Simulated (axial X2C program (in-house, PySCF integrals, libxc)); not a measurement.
# BrCr⁺: from the state search to constants

What are the state, bond length, wavenumber and bond energy of BrCr⁺, and what does spin–orbit coupling change?

Method: all-electron X2C, Br dyall-cv3z, Cr dyall-cv3z; program: an in-house X2C program for linear molecules on PySCF integrals.

All values are calculated.

## Step 1: The job

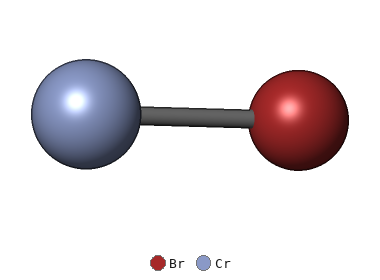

The two atoms at 2.360 Å (bromine red, chromium light blue).

The input, task.json:

```json
{
 "zs": [
  35,
  24
 ],
 "q": 1,
 "bas": [
  "dyall-cv3z",
  "dyall-cv3z"
 ],
 "levels": [
  "PBE0",
  "HF",
  "TPSSh"
 ],
 "cc": true,
 "r0": 2.36,
 "thr": -2.0,
 "nmax": 90,
 "npts": 10,
 "nst": 2,
 "ntry": 6
}
```

Keys: zs atomic numbers; q charge; bas basis sets; levels methods (HF also brings MP2); cc coupled cluster on or off; r0 starting distance in Å; thr threshold in hartree for freezing inner shells (an s shell follows its p shell); nmax most natural virtual spinors; npts points asked for on the curve; nst determinants followed; ntry starts of the search.

Launch:

```sh
python so2c.py task.json out
```

Spin-free means the one-electron spin-free X2C Hamiltonian; two-component (2c) means X2C with spin–orbit coupling and atomic mean-field two-electron Coulomb and Gaunt terms. Basis: Br dyall-cv3z contracted to [8s9p6d4f1g], Cr dyall-cv3z contracted to [9s10p6d3f2g]; Gaussian nuclei, density fitting. Masses: Br 78.918 u, Cr 51.941 u.

Notation: σ, π±, δ± give the projection m of an orbital's angular momentum (0, ±1, ±2), α and β its spin, Λ and M_S the sums; ω is the projection of a spinor's total angular momentum and Ω the sum. Logs are in hartree.

The results follow Hamiltonian by Hamiltonian and level by level.

## Step 2: Which state to follow

PBE0 moves the distance from 2.360 Å to 2.265 Å and compares determinants there.

Spin-free determinants:

```
ΔE (eV)           state                                                open shells
   0.00  M_S = 2, Λ = 1                    beyond closed shells: σα, π+α, δ+α, δ-α
   0.01  M_S = 2, Λ = 0                   beyond closed shells: π+α, π-α, δ+α, δ-α
   0.96  M_S = 2, Λ = 2                    beyond closed shells: σα, π+α, π-α, δ+α
   1.69  M_S = 3, Λ = 1  beyond closed shells: σα, 2 × π+α, π+β, 2 × π-α, δ+α, δ-α
   2.34  M_S = 1, Λ = 0                             beyond closed shells: δ+α, δ-α
   2.50  M_S = 3, Λ = 0           beyond closed shells: 2 × σα, π+α, π-α, δ+α, δ-α
   3.15  M_S = 2, Λ = 0                     beyond closed shells: 2 × σα, δ+α, δ-α
```

Two-component determinants:

```tsv
ΔE (eV)	state	open shells
0.00	Ω = 1	excess of +ω over −ω: ω = -3/2, ω = 5/2
0.08	Ω = 2	excess of +ω over −ω: ω = -1/2, ω = 5/2
0.14	Ω = 3	excess of +ω over −ω: ω = 1/2, ω = 5/2
1.06	Ω = 4	excess of +ω over −ω: ω = 3/2, ω = 5/2
1.72	Ω = 0	excess of +ω over −ω: ω = -1/2, 2 × ω = 3/2, ω = -5/2
1.73	Ω = 0	excess of +ω over −ω: 2 × ω = 1/2, ω = 3/2, ω = -5/2
3.18	Ω = 2	excess of +ω over −ω: 2 × ω = 1/2, ω = -3/2, ω = 5/2
```

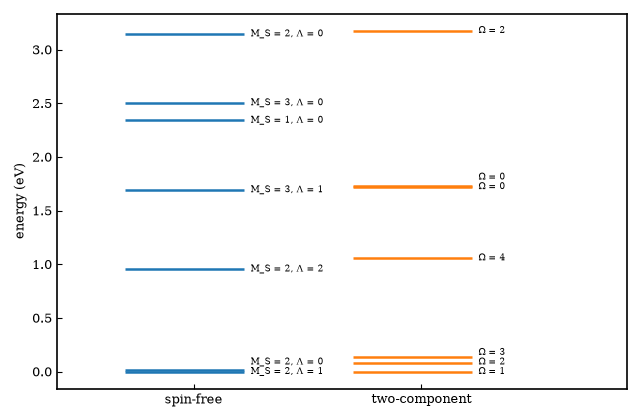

The determinants found, each set from its own lowest.

## Step 3: PBE0, spin-free

State followed: M_S = 2, Λ = 1 (beyond closed shells: σα, π+α, δ+α, δ-α). The scan is laid around 2.265 Å, a first estimate of the minimum, and this SCF restarts from the orbitals of the search.

The SCF at the reference distance of 2.265 Å:

```text
spin-free X2C-1e  PBE0
basis functions 210  fitting functions 1185  grid points 5800
iter        total energy     max residual
   1      -3656.424452130     1.41e-05
   2      -3656.424452131     2.06e-05
   3      -3656.424452135     1.31e-05
   4      -3656.424452137     3.95e-06
converged
one-electron -5447.67184386  Coulomb 1736.43656407  exact exchange -34.73651818  xc functional -106.70380524  nuclear repulsion 196.25115107
```

Along the bond, energies from the lowest point:

```
R (Å)  E (eV)  μ (D)  HOMO (eV)  LUMO (eV)  iterations
1.971  0.8368   6.22     -13.26     -10.24          13
2.061  0.3338   6.68     -13.33     -10.39          12
2.129  0.1256   7.00     -13.35     -10.49          12
2.197  0.0233   7.29     -13.35     -10.59          12
2.265  0.0000   7.53     -13.33     -10.67           4
2.344  0.0446   7.77     -13.30     -10.75          12
2.424  0.1416   7.95     -13.26     -10.80          12
2.526  0.3120   8.12     -13.20     -10.84          12
2.650  0.5511   8.23     -13.15     -10.85          12
2.831  0.8970   8.27     -12.91     -10.82          13
```

Dipoles are positive if Cr is the positive end and refer to the centre of mass.

Outer orbitals at the reference distance:

```json
{"symmetry": "σβ", "occupied": "yes", "ε (eV)": "-27.70", "atomic character": "82% Br s, 8% Cr p, 6% Cr d"}
{"symmetry": "σα", "occupied": "yes", "ε (eV)": "-27.27", "atomic character": "81% Br s, 8% Cr p, 7% Cr d"}
{"symmetry": "σα", "occupied": "yes", "ε (eV)": "-16.31", "atomic character": "52% Cr d, 41% Br p, 3% Br s"}
{"symmetry": "π+α", "occupied": "yes", "ε (eV)": "-15.53", "atomic character": "76% Cr d, 22% Br p"}
{"symmetry": "σβ", "occupied": "yes", "ε (eV)": "-15.35", "atomic character": "80% Br p, 8% Cr d, 6% Cr s"}
{"symmetry": "δ+α", "occupied": "yes", "ε (eV)": "-15.03", "atomic character": "100% Cr d"}
{"symmetry": "δ-α", "occupied": "yes", "ε (eV)": "-14.91", "atomic character": "100% Cr d"}
{"symmetry": "π-β", "occupied": "yes", "ε (eV)": "-14.38", "atomic character": "88% Br p, 8% Cr d, 3% Cr p"}
{"symmetry": "π+β", "occupied": "yes", "ε (eV)": "-14.38", "atomic character": "88% Br p, 8% Cr d, 3% Cr p"}
{"symmetry": "π-α", "occupied": "yes", "ε (eV)": "-14.28", "atomic character": "55% Br p, 41% Cr d, 3% Cr p"}
{"symmetry": "σα", "occupied": "yes", "ε (eV)": "-13.87", "atomic character": "41% Cr d, 36% Br p, 20% Cr s"}
{"symmetry": "π+α", "occupied": "yes", "ε (eV)": "-13.33", "atomic character": "69% Br p, 26% Cr d, 4% Cr p"}
{"symmetry": "π-α", "occupied": "no", "ε (eV)": "-10.67", "atomic character": "60% Cr d, 35% Br p, 4% Cr p"}
{"symmetry": "σα", "occupied": "no", "ε (eV)": "-8.73", "atomic character": "58% Cr s, 28% Cr p, 9% Br p"}
{"symmetry": "σβ", "occupied": "no", "ε (eV)": "-7.71", "atomic character": "69% Cr s, 19% Cr d, 7% Cr p"}
{"symmetry": "π+β", "occupied": "no", "ε (eV)": "-7.09", "atomic character": "92% Cr d, 4% Br p, 2% Br d"}
```

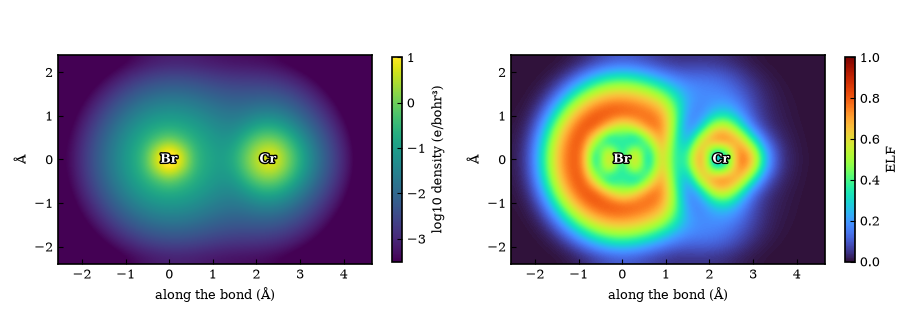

PBE0 fields in a plane through the axis, from a grid of 0.3 Å; Br lies at z = 0 and Cr at z = 2.265 Å; the ELF is damped to zero where the density is low.

Re = 2.255 Å, ωe = 336 cm⁻¹, ωexe = 1.45 cm⁻¹, Be = 0.1058 cm⁻¹, De = 2.04 eV, μ = 7.50 D.

## Step 4: HF, spin-free

Output at 2.265 Å:

```text
spin-free X2C-1e  HF
basis functions 210  fitting functions 1185  grid points 5800
iter        total energy     max residual
   1      -3653.930201441     1.89e-01
   2      -3653.968026315     2.38e-02
   3      -3653.974001255     1.62e-02
   4      -3653.976742200     1.02e-02
   5      -3653.979799123     7.36e-03
   6      -3653.982255073     4.40e-03
   7      -3653.983076612     1.92e-03
   8      -3653.983282066     5.31e-04
   9      -3653.983301387     1.85e-04
  10      -3653.983303372     7.80e-05
  11      -3653.983303833     2.35e-05
  12      -3653.983303867     1.35e-05
  13      -3653.983303872     5.94e-06
  14      -3653.983303874     3.53e-06
  15      -3653.983303875     1.30e-06
converged
one-electron -5447.54928497  Coulomb 1736.42019792  exact exchange -139.10536789  xc functional 0.00000000  nuclear repulsion 196.25115107
```

No constants are quoted: the solution changes its character somewhere along the scan, so the fit is set aside.

## Step 5: TPSSh, spin-free

Output at 2.265 Å:

```text
spin-free X2C-1e  TPSSh
basis functions 210  fitting functions 1185  grid points 5800
iter        total energy     max residual
   1      -3656.856483673     2.86e-02
   2      -3656.857374204     6.39e-03
   3      -3656.852206927     2.23e-02
   4      -3656.856618857     1.20e-02
   5      -3656.857944889     1.57e-04
   6      -3656.857944369     2.83e-04
   7      -3656.857945756     2.54e-05
   8      -3656.857945787     2.19e-05
   9      -3656.857945790     1.21e-05
  10      -3656.857945792     1.13e-06
converged
one-electron -5447.20910681  Coulomb 1735.94167572  exact exchange -13.89004945  xc functional -127.95161632  nuclear repulsion 196.25115107
```

Re = 2.257 Å, ωe = 331 cm⁻¹, ωexe = 1.34 cm⁻¹, Be = 0.1057 cm⁻¹, De = 2.31 eV, μ = 7.24 D.

## Step 6: MP2 and beyond, spin-free

Correlated methods: 12 electrons correlated (frozen shells, counted by type: Br 3 s, 2 p, 1 d; Cr 3 s, 2 p), 278 virtual spinors in MP2, 90 natural virtuals in coupled cluster.

Output of the correlated part at 2.265 Å:

```text
correlated 12  virtual 278  natural virtual 90  E(MP2) -0.246291376  MP2 remainder -0.010669267
iter   CCSD correlation   residual
   1     -0.248888952   1.09e-01
   2     -0.254439415   5.97e-02
   3     -0.258219484   3.54e-02
   4     -0.259285842   2.14e-02
   5     -0.259853102   1.12e-02
   6     -0.260154593   6.36e-03
   7     -0.260199556   3.08e-03
   8     -0.260242172   1.48e-03
   9     -0.260230493   7.15e-04
  10     -0.260234712   3.19e-04
  11     -0.260231332   1.59e-04
  12     -0.260232039   8.47e-05
  13     -0.260231930   4.10e-05
  14     -0.260231766   2.22e-05
  15     -0.260231604   1.31e-05
  16     -0.260231383   8.10e-06
  17     -0.260231163   5.32e-06
  18     -0.260230993   3.41e-06
  19     -0.260230910   1.78e-06
  20     -0.260230894   1.02e-06
(T) -0.011541816  T1 0.0578  D1 0.1779  max T2 0.049
```

T1 in the output is the amplitude norm over the root of the electron number; divide by √2 for the Lee–Taylor value.

MP2: No constants are quoted: the reference changes its character somewhere along the scan, so the fit is set aside.

CCSD: No constants are quoted: the reference changes its character somewhere along the scan, so the fit is set aside.

CCSD(T): No constants are quoted: the reference changes its character somewhere along the scan, so the fit is set aside.

## Step 7: A higher determinant, spin-free

State: M_S = 2, Λ = 0 (beyond closed shells: π+α, π-α, δ+α, δ-α).

Output at the reference distance:

```text
spin-free X2C-1e  PBE0
basis functions 210  fitting functions 1185  grid points 5800
iter        total energy     max residual
   1      -3656.423942412     1.11e-05
   2      -3656.423942416     9.71e-06
   3      -3656.423942418     2.26e-06
converged
one-electron -5448.24042952  Coulomb 1737.03920365  exact exchange -34.74874639  xc functional -106.72512122  nuclear repulsion 196.25115107
```

| R (Å) | E above the lowest PBE0 point (eV) |
| --- | --- |
| 1.971 | 0.982 |
| 2.061 | 0.405 |
| 2.129 | 0.162 |
| 2.197 | 0.042 |
| 2.265 | 0.014 |
| 2.344 | 0.067 |
| 2.424 | 0.186 |
| 2.526 | 0.396 |
| 2.650 | 0.690 |

Re = 2.255 Å, ωe = 368 cm⁻¹, ωexe = 1.27 cm⁻¹, Be = 0.1058 cm⁻¹, μ = 8.52 D. Te = 0.01 eV.

## Step 8: The spin-free curves together

Energy (eV) of the followed determinant, spin-free, from each level's lowest point:

```
R (Å)   PBE0  HF (jumps)  MP2 (its reference jumps)  CCSD (its reference jumps)  CCSD(T) (its reference jumps)  TPSSh
1.971  0.837       1.422                      0.950                         n/a                            n/a  0.826
2.061  0.334       0.691                      0.394                       0.393                          0.379  0.331
2.129  0.126       0.345                      0.155                       0.153                          0.145  0.126
2.197  0.023       0.132                      0.032                       0.031                          0.027  0.024
2.265  0.000       0.024                      0.000                       0.000                          0.000  0.000
2.344  0.045       0.000                      0.050                       0.053                          0.055  0.042
2.424  0.142       0.060                      0.170                       0.175                          0.179  0.135
2.526  0.312       0.223                      0.398                       0.405                          0.408  0.302
2.650  0.551       0.505                      0.751                         n/a                            n/a  0.541
2.831  0.897       0.959                      1.431                         n/a                            n/a  0.903
```

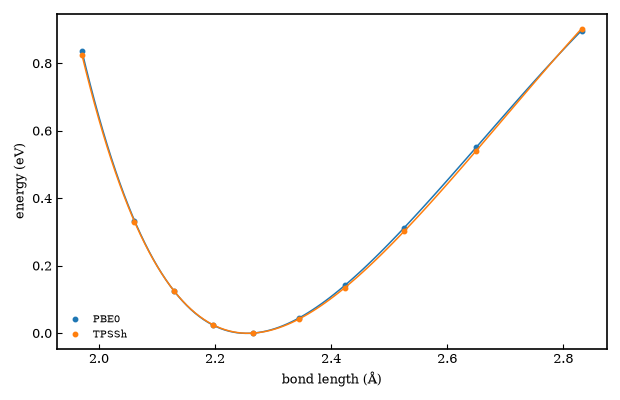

Curves of the followed state, spin-free, each from its own lowest point. Left out: HF, MP2, CCSD, CCSD(T).

[end of part 1 of 2]
